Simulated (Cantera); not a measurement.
Feed: 1 mol LiOH, 2.9 mol H2, 0.12 mol H2O, held at 0.100 bar.

Equilibrium computed with Cantera from the NASA thermochemical tables; the gas is ideal and each condensed phase is pure. Candidate condensed phases: H2O, Li, LiH, LiOH, Li2O; 17 gas species. The numbers say what is thermodynamically allowed, not how fast it happens.

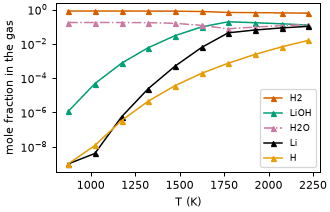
Equilibrium gas composition (values under 1e-9 drawn at 1e-9)

From 873 K to 1623 K the condensed part is Li2O(s). From 1773 K to 2223 K nothing is condensed. The main Li-bearing gas is LiOH throughout.
